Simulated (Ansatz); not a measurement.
# CaCo3: relaxing a made-up structure, part 2 of 2

This structure for CaCo3 is made up. Its elements were placed in a known structure type with a cell scaled to their sizes. What cell does the guess relax to, and how far off was it?

Ansatz 0.2.0; DFT, PBEsol, plane-wave PAW, files of the set soft_1, scalar-relativistic, ferromagnetic start, cell and ions relaxed at zero pressure; PAW set soft_1 (the session's first sound run).

So far: The starting structure; Relaxing cell and atoms. The relaxed cell has a = 6.178, c = 3.937 Å (conventional setting).

## (3) Electronic structure of the relaxed cell

A second self-consistent run takes a narrower smearing and the mesh shown in its input; the bands follow along the standard path of the relaxed lattice.

This step: DFT, PBEsol, plane-wave PAW, files of the set soft_1, scalar-relativistic, ferromagnetic start, bands and density of states at the relaxed cell; PAW set soft_1 (Ansatz 0.2.0).

File input.yaml:

```yaml
crystal:
  lattice:
    - [6.1781442612, 0.0, 0.0]
    - [-3.0890721306, 5.3504298784, 0.0]
    - [0.0, 0.0, 3.937313183]
  atoms:
    - { symbol: Co, position: [0.251168418, 0.125584209, 0.75], spin: 1.6 }
    - { symbol: Co, position: [0.874415791, 0.125584209, 0.75], spin: 1.6 }
    - { symbol: Co, position: [0.874415791, 0.748831582, 0.75], spin: 1.6 }
    - { symbol: Co, position: [0.748831582, 0.874415791, 0.25], spin: 1.6 }
    - { symbol: Co, position: [0.125584209, 0.874415791, 0.25], spin: 1.6 }
    - { symbol: Co, position: [0.125584209, 0.251168418, 0.25], spin: 1.6 }
    - { symbol: Ca, position: [0.6666666667, 0.3333333333, 0.25] }
    - { symbol: Ca, position: [0.3333333333, 0.6666666667, 0.75] }
magnetization:
  spin_polarized: true
kpoints:
  mp_grid: { grid: [6, 6, 8] }
  band_path:
    path:
      - [[0.0, 0.0, 0.0], [0.5, 0.0, 0.0], [0.33333333, 0.33333333, 0.0], [0.0, 0.0, 0.0], [0.0, 0.0, 0.5], [0.5, 0.0, 0.5], [0.33333333, 0.33333333, 0.5], [0.0, 0.0, 0.5]]
      - [[0.5, 0.0, 0.5], [0.5, 0.0, 0.0]]
      - [[0.33333333, 0.33333333, 0.0], [0.33333333, 0.33333333, 0.5]]
    npoints: 8
scf:
  occupations: { method: fermi_dirac, width: 0.03 }
  n_extra_bands: 17
hamiltonian:
  xc: pbesol
  pseudopotentials: { kind: paw, azcp: { folder: soft_1 }, xc_functional: pbe }
output:
  forces: true
  stress: true
  write_bands: true
  dos: { projected: true }
  write_density: true
  write_potential: true
  elf: true
  volumetric_format: npy
```

Started as:

```console
$ ansatz run input.yaml --threads 4 --pin off --max-ram 10240MiB --backend cpu --events-out ev --progress --plain --runs-dir out
```

Numbers of over 12 decimals in the logs are rounded to 6 here.

Log:

```text
Warning: the band count 78 (scf.n_extra_bands) hosts the net moment |M| = 9.6000 μB (N_el = 122) but caps the reachable moment at 2·n_bands − N_el = 34.0000 μB, below the 79 bands that the automatic rule leaves for it — a moment growing past the seed, or the majority channel's smearing tail, pins there with fewer empty majority states than that count leaves; raise or omit scf.n_extra_bands unless the cap is intended
[...]
Crystal: 8 atoms, lattice volume = 130.151 Å³
Basis set: ecut = 420 eV, 2563 PW (Γ), exchange–correlation on 90×90×54 points (8 copies of the dense FFT grid, shifted against one another)
Bands: 78, of which v1, the nominal top of the filled ones, is band 61 counted from 1 (60 counted from 0)
Symmetry: 24 space group operations
[...]
k-points: 35 of 288
[...]
Starting moments: Σ|m| = 9.6 μB on 6 of 8 sites
[...]
SCF iter   1: F=—  HF=-34146.939227 eV  |F-HF|=—  |Δ(HF+E_count)|=         —  Δρ=1.26e-1 (↑3.77e-2 ↓1.26e-1)  dr2=3.06e1  dr2_m=2.54e0  M=11.075 μB ∫|m|=11.864 μB  β_m=0.30  ethr=3.10e-3  ⟨swp⟩=6.7  Hψ=21154  notcnv=0  defer=6
[...]
SCF iter  13: F=-34142.459878 eV  HF=-34142.459878 eV  |F-HF|=7.50e-8  |Δ(HF+E_count)|=   5.13e-9  Δρ=5.08e-6 (↑2.83e-6 ↓5.08e-6)  dr2=8.51e-8  dr2_m=1.69e-9  M=9.552 μB ∫|m|=10.760 μB  ethr=8.20e-11  ⟨swp⟩=12.6  Hψ=37794  notcnv=0
SCF 1 converged in 13 iterations: F = -34142.459878 eV  dr2 = 8.51e-8
[...]
NSCF: frozen V_eff on 75 k-points
SCF converged after 13 iterations
Magnetization: 9.5521 μB (65.7761 up, 56.2239 down)
Absolute magnetization: 10.7646 μB (∫|ρ↑−ρ↓|, with the PAW one-centre terms)
[...]
Per-site moments (μB) at R_I (Å): [(1.661370, 0.960148), (1.661370, 0.960148), (1.661370, 0.960148), (1.661370, 0.960148), (1.661370, 0.960148), (1.661370, 0.960148), (-0.073205, 1.224907), (-0.073205, 1.224907)]
Free energy (F): -34142.459878 eV
[...]
Internal energy: -34142.422731 eV  (E = F + TS)
E sigma→0 (E₀):  -34142.441305 eV
Entropy (-TS):   -0.037146 eV (-4.643 meV/atom)
Fermi energy:    12.261323 eV
[...]
--- Forces (eV/Å), atoms counted from 1 ---
  atom   1  Co    -0.01237742    -0.00714611     0.00000000
  atom   2  Co     0.01237742    -0.00714611     0.00000000
  atom   3  Co     0.00000000     0.01429221     0.00000000
  atom   4  Co     0.01237742     0.00714611     0.00000000
  atom   5  Co    -0.01237742     0.00714611     0.00000000
  atom   6  Co    -0.00000000    -0.01429221     0.00000000
  atom   7  Ca    -0.00000000    -0.00000000     0.00000000
  atom   8  Ca     0.00000000     0.00000000     0.00000000
  max |Σ_I F_I| component: 3.47e-18 eV/Å
--- Stress (GPa, compression-positive) ---
       -0.097558      -0.000000       0.000000
       -0.000000      -0.097558       0.000000
        0.000000       0.000000       0.587938
  P = ⅓ Tr σ = 0.1309 GPa (1.309 kbar)
--- Band table (eV; the first three rows and the last of 70) ---
  k-point 0 ↑: bands = [... 57 lower, 10.5940, 10.7773, 10.8996, 10.8996, 11.2584, 11.6839, 11.8259, 11.8259, ... 13 higher]
  k-point 1 ↑: bands = [... 57 lower, 10.6862, 10.7911, 11.1143, 11.1143, 11.2428, 11.7256, 11.7934, 11.8665, ... 13 higher]
  k-point 2 ↑: bands = [... 57 lower, 10.7717, 10.8191, 11.1984, 11.3665, 11.4044, 11.4044, 11.8679, 12.0285, ... 13 higher]
  k-point 34 ↓: bands = [... 57 lower, 12.2470, 12.6114, 12.6114, 12.6321, 12.6321, 12.7498, 12.7498, 13.0164, ... 13 higher]
```

Run time: 20 s. Hardware: 4 threads of Intel Xeon Platinum 8488C (Sapphire Rapids), shared host; peak memory 1 GiB; 78 s of CPU time.

Numbers from this step:

| Property | Result |
| --- | --- |
| free energy | -34142.4599 eV |
| energy at zero smearing | -34142.4413 eV |
| smearing term TS | 0.03715 eV |
| magnetization | 9.552 μB |
| absolute magnetization | 10.76 μB |
| site moments | 1.661, 1.661, 1.661, 1.661, 1.661, 1.661, -0.07321, -0.07321 μB |
| pressure | 0.1309 GPa |

bands.tsv at the labelled points (eV, zero at the Fermi level; the bands that come nearest the Fermi level along the path):

| point | band_65_up | band_66_up | band_53_dn | band_54_dn | band_55_dn | band_56_dn | band_57_dn | band_58_dn |
| --- | --- | --- | --- | --- | --- | --- | --- | --- |
| Γ | -0.40 | 0.35 | -0.05 | 0.02 | 0.02 | 0.11 | 0.11 | 0.14 |
| M | -0.40 | 1.79 | -0.43 | -0.39 | -0.33 | -0.11 | 0.16 | 0.18 |
| K | 0.96 | 0.96 | -0.31 | -0.22 | -0.22 | -0.13 | 0.03 | 0.03 |
| Γ | -0.40 | 0.35 | -0.05 | 0.02 | 0.02 | 0.11 | 0.11 | 0.14 |
| A | 0.91 | 0.91 | -0.18 | 0.09 | 0.09 | 0.09 | 0.09 | 0.50 |
| L | -0.51 | 0.38 | -0.63 | -0.07 | -0.07 | -0.04 | -0.04 | 0.32 |
| H | -0.63 | 0.12 | -0.70 | -0.11 | -0.11 | -0.01 | -0.01 | 0.35 |
| A | 0.91 | 0.91 | -0.18 | 0.09 | 0.09 | 0.09 | 0.09 | 0.50 |
| L | -0.51 | 0.38 | -0.63 | -0.07 | -0.07 | -0.04 | -0.04 | 0.32 |
| M | -0.40 | 1.79 | -0.43 | -0.39 | -0.33 | -0.11 | 0.16 | 0.18 |
| K | 0.96 | 0.96 | -0.31 | -0.22 | -0.22 | -0.13 | 0.03 | 0.03 |
| H | -0.63 | 0.12 | -0.70 | -0.11 | -0.11 | -0.01 | -0.01 | 0.35 |

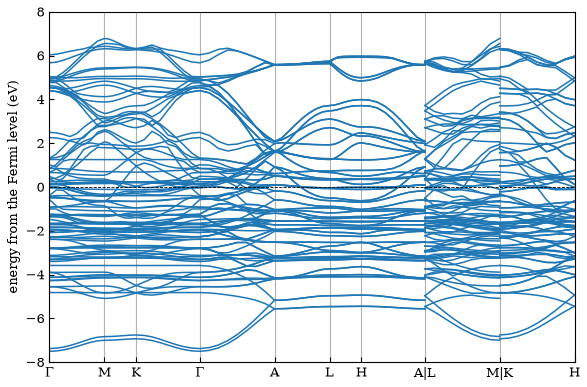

Bands along the path. 64 bands lie wholly below the window drawn.

Site moment by atom:

```csv
atom,site moment (μB)
Co1,1.66
Co2,1.66
Co3,1.66
Co4,1.66
Co5,1.66
Co6,1.66
Ca7,-0.07
Ca8,-0.07
```

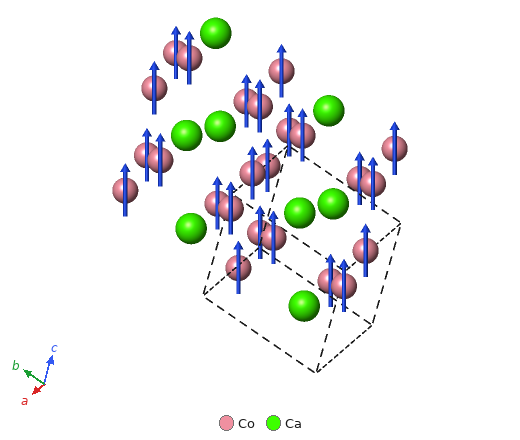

Site moment as arrows, the longest 1.66 μB. Up and down stand for the sign. Arrows give size and sign along the axis of quantisation, drawn up and down the page. 1×2×2 cells are drawn.

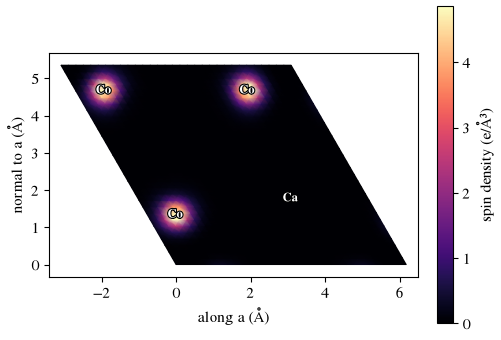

Spin density in the ab plane at fractional z = 0.250, with atoms of Co and Ca within 0.2 Å of it.

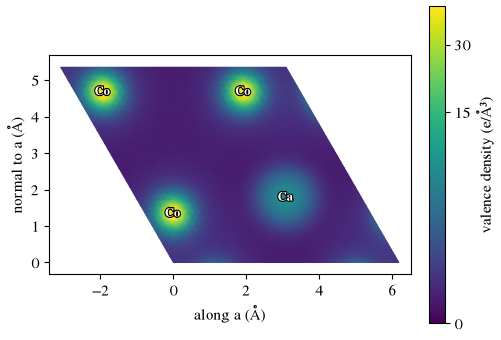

Valence density in the ab plane at fractional z = 0.250, with atoms of Co and Ca within 0.2 Å of it. It is the smooth field of the valence electrons, not physical close to the nuclei. The colour scale is stretched toward low values.

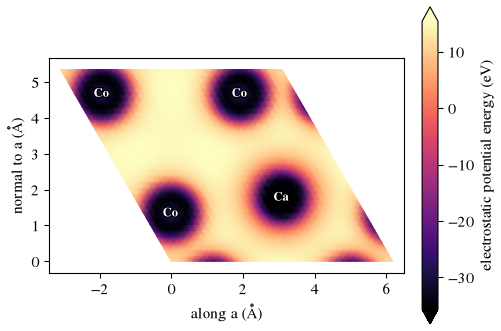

Electrostatic potential energy in the ab plane at fractional z = 0.250, with atoms of Co and Ca within 0.2 Å of it. With pseudopotentials it is smooth inside the atoms' cores, unlike the true potential.

## (4) What came out

* space group, relaxed: P6_3/mmc
* conventional cell: a = 6.178, b = 6.178, c = 3.937 Å; α = 90.0°, β = 90.0°, γ = 120.0°
* volume per atom: 16.27 Å³ (guess 16.08)
* total moment: 9.35 μB in the cell of 8 atoms

**Reading.** CaCo3 relaxes to P6_3/mmc with a = 6.178, b = 6.178 and c = 3.937 Å. The guessed volume was near the relaxed one. The space group P6_3/mmc was held in the relaxation, so the end point is a stationary structure within it and may be a saddle against distortions or other arrangements. The input starts from parallel moments, and no other start was typed. Bands cross the Fermi level, so it is a metal or semimetal at this level. On the 6×6×8 mesh with the narrower smearing (relaxed on 6×6×6) the largest force component is 0.014 eV/Å and the largest stress component is 0.588 GPa, against the relaxation's thresholds of 0.015 eV/Å and 0.05 GPa. The cutoff wasn't tested. A vector of the cell changed its length by 17 %, more than the volume shows. No dispersion term is used, so weakly bound directions may come out too long. Nothing here tests whether the compound is stable against decomposition.

[Logs are printed without paths, hosts, clocks, repeated set-up lines and the standing remarks that a program may print on its own settings, such as how far it seeks lower states.]

[Hosts, paths, dates, database ids (printed as entryN), source tags and the programs' standing remarks are cut or masked in the printed files.]
